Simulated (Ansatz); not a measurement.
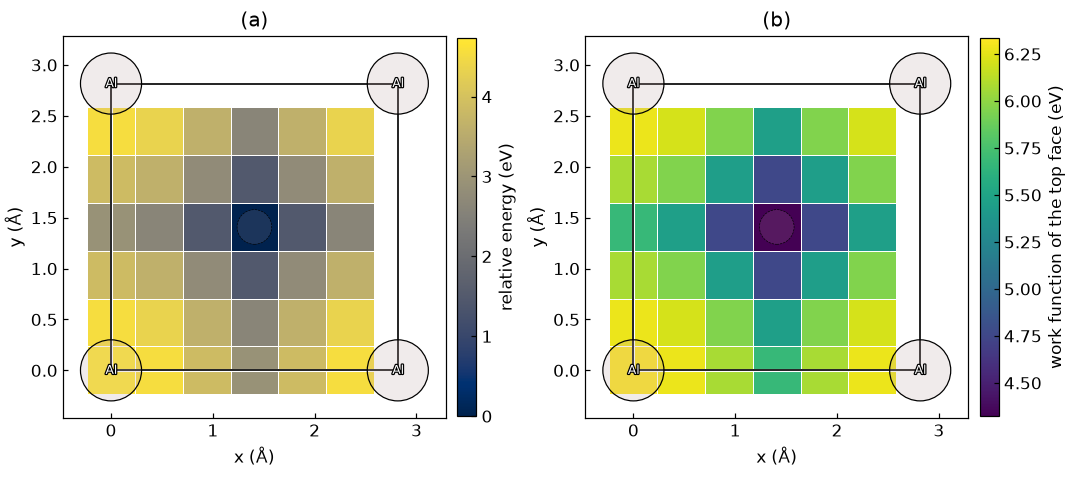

C on an Al(100) slab cut from the Fm-3m phase, its upper half relaxed before the scan (12 atoms of substrate and one adsorbate in a 2 × 2 cell). 
- C is moved over the surface cell; relaxed at each place: the height of the adsorbate's atoms; substrate rigid; the origin of the map has the adsorbate above Al9.
- Places are given modulo a cell vector. The map is drawn in real space over the plane of the surface.
- The grid has 6 × 6 points; 10 points were computed and 26 follow by symmetry.
- Places are given in fractions of the 1 × 1 surface cell.
- Energies: eV, counted from the lowest grid point.
- Computed with DFT LDA, scalar-relativistic, plane waves, PAW (Ansatz 0.2.0). Settings: cutoff 420 eV, k-mesh 5×5×1, gaussian smearing 0.1 eV, no spin polarisation.

Panel (a) is the energy and panel (b) the computed work function of the top face on the same grid.

Drawn: one coloured cell a grid point, labelled circles for the atoms of the top layer and small ones for the second layer, the outline of one cell of the plane.

Question: How does the work function of the top face vary over the map, and what is it at the lowest grid point?

Answer: It runs from 4.32 eV at a fourfold hollow over a second-layer Al atom, (3/6, 3/6) of the cell vectors to 6.34 eV at the top site over a surface Al atom, (0/6, 0/6) of the cell vectors. At the lowest grid point, a fourfold hollow over a second-layer Al atom, (3/6, 3/6) of the cell vectors, it is 4.32 eV.
